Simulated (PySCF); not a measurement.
# CASSCF(10,10)/def2-SVP (core potential) run of SnO (tin(ii) oxide)

Aim: the vertical ionisation energy of SnO (tin(ii) oxide) at CASSCF(10,10)/def2-SVP (core potential), from 2 runs. Input form: a Python script.

The results are computed with PySCF 2.14.0.

2 further runs of the same task are left out: 2 set aside as unsound or not needed.

## 1. The structure to begin with

SnO: 2 atoms, total charge 0, spin state singlet. As SMILES, `[O]=[Sn]`. Geometry: a GFN2-xTB relaxation, a rough one for these elements and not checked as a minimum.

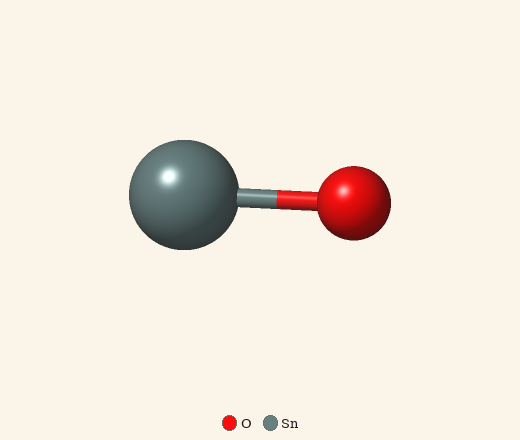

Viewed from a chosen angle; oxygen red, tin teal.

## 2. The energy at CASSCF(10,10)/def2-SVP (core potential)

Input file input.py:

```python
import numpy
from pyscf import gto, scf, mp, mcscf

mol = gto.M(
    atom='O 0.000000 0.000000 0.000000; Sn 0.000000 0.000000 1.803580',
    charge=0,
    ecp={'Sn': 'def2-svp'},
    basis='def2-svp',
    max_memory=1860,
    verbose=4,
)

hf = scf.RHF(mol)
hf.conv_tol = 1e-10
hf.kernel()
if not hf.converged:
    hf = hf.newton().run(hf.mo_coeff, hf.mo_occ)

pt = mp.MP2(scf.addons.convert_to_uhf(hf)).run()
noons, natorbs = mcscf.addons.make_natural_orbitals(pt)
print('natural occupations', numpy.round(noons[:40], 4))
cas = mcscf.CASSCF(hf, 10, 10)
cas.fix_spin_(ss=0.0)
cas.natorb = True
cas.kernel(natorbs)
e_final = cas.e_tot
print('E(%s) = %.9f' % ('CASSCF', e_final))
```

Started as:

```console
OMP_NUM_THREADS=1 python input.py
```

Standard output:

```text
PySCF version 2.14.0

[INPUT] num. atoms = 2
[INPUT] num. electrons = 30
[INPUT] charge = 0
[INPUT] spin (= nelec alpha-beta = 2S) = 0
[INPUT] symmetry False subgroup None
[INPUT] Mole.unit = angstrom
[INPUT] Symbol           X                Y                Z      unit          X                Y                Z       unit  Magmom
[INPUT]  1 O      0.000000000000   0.000000000000   0.000000000000 AA    0.000000000000   0.000000000000   0.000000000000 Bohr   0.0
[INPUT]  2 Sn     0.000000000000   0.000000000000   1.803580000000 AA    0.000000000000   0.000000000000   3.408272243743 Bohr   0.0

nuclear repulsion = 51.639067367081
number of shells = 16
number of NR pGTOs = 85
number of NR cGTOs = 40
basis = def2-svp
ecp = {'Sn': 'def2-svp'}

[... 37 lines left out ...]
converged SCF energy = -288.10377828229
[... 37 lines left out ...]
sorting_mo_energy = False
[... 22 lines left out ...]
1-step CASSCF converged in   4 macro ( 40 JK  13 micro) steps
[... 3 lines left out ...]
Natural orbital (expansion on meta-Lowdin AOs) in CAS space
[... 30 lines left out ...]
CASSCF energy = -288.283352992475
[... 1 line left out ...]
E(CASSCF) = -288.283352992
```

Wall time 8.4 s (1 thread of Arm Neoverse V1, shared host); peak memory 0.14 GiB.

## 3. The doublet cation

Input file job.py:

```python
import numpy
from pyscf import gto, scf, mp, mcscf

molecule = gto.Mole()
molecule.atom = '''
O      0.000000     0.000000     0.000000
Sn     0.000000     0.000000     1.803580
'''
molecule.verbose = 3
molecule.ecp = {'Sn': 'def2-svp'}
molecule.max_memory = 1860
molecule.charge = 1
molecule.spin = 1
molecule.basis = 'def2-svp'
molecule.build()

hf = molecule.ROHF()
hf.conv_tol = 1e-10
hf.kernel()
if not hf.converged:
    hf = hf.newton().run(hf.mo_coeff, hf.mo_occ)

pt = mp.MP2(scf.addons.convert_to_uhf(hf)).run()
noons, natorbs = mcscf.addons.make_natural_orbitals(pt)
print('natural occupations', numpy.round(noons[:40], 4))
cas = mcscf.CASSCF(hf, 10, 9)
cas.fix_spin_(ss=0.75)
cas.natorb = True
cas.kernel(natorbs)
e_final = cas.e_tot
print('Final energy', e_final)
```

Started as:

```console
OMP_NUM_THREADS=1 python job.py
```

Standard output:

```text
converged SCF energy = -287.800170816634
E(UMP2) = -288.039550091692  E_corr = -0.239379275057912
E(SCS-UMP2) = -288.032846637735  E_corr = -0.232675821101513
natural occupations [1.9999e+00 1.9998e+00 1.9995e+00 1.9994e+00 1.9994e+00 1.9981e+00
 1.9981e+00 1.9980e+00 1.9980e+00 1.9978e+00 1.9839e+00 1.9619e+00
 1.9610e+00 1.9610e+00 9.9400e-01 3.5600e-02 3.5600e-02 1.9000e-02
 8.9000e-03 8.5000e-03 8.5000e-03 3.9000e-03 3.9000e-03 3.6000e-03
 3.5000e-03 3.5000e-03 3.3000e-03 2.2000e-03 2.2000e-03 2.2000e-03
 1.6000e-03 1.6000e-03 9.0000e-04 5.0000e-04 5.0000e-04 3.0000e-04
 1.0000e-04 1.0000e-04 1.0000e-04 0.0000e+00]
CASSCF energy = -287.939561242693
CASCI E = -287.939561242693  E(CI) = -25.8637444280678  S^2 = 0.7500000
Final energy -287.93956124269266
```

Wall time 8.7 s (1 thread of Arm Neoverse V1, shared host); peak memory 0.14 GiB.

## 4. Outcome

At CASSCF(10,10)/def2-SVP (core potential):

| quantity | value |
| --- | --- |
| singlet SnO: total energy | -288.28335 Eh |
| singlet SnO: dipole moment (Hartree–Fock density) | 4.86 D |
| singlet SnO: HOMO energy (Hartree–Fock orbitals) | -10.35 eV |
| singlet SnO: LUMO energy (Hartree–Fock orbitals) | 0.65 eV |
| singlet SnO: HOMO–LUMO gap (Hartree–Fock orbitals) | 11.00 eV |
| doublet cation: total energy | -287.93956 Eh |
| vertical ionisation energy (to the doublet cation) | 9.355 eV |

What this shows: The vertical ionisation energy comes to 9.36 eV (903 kJ/mol).
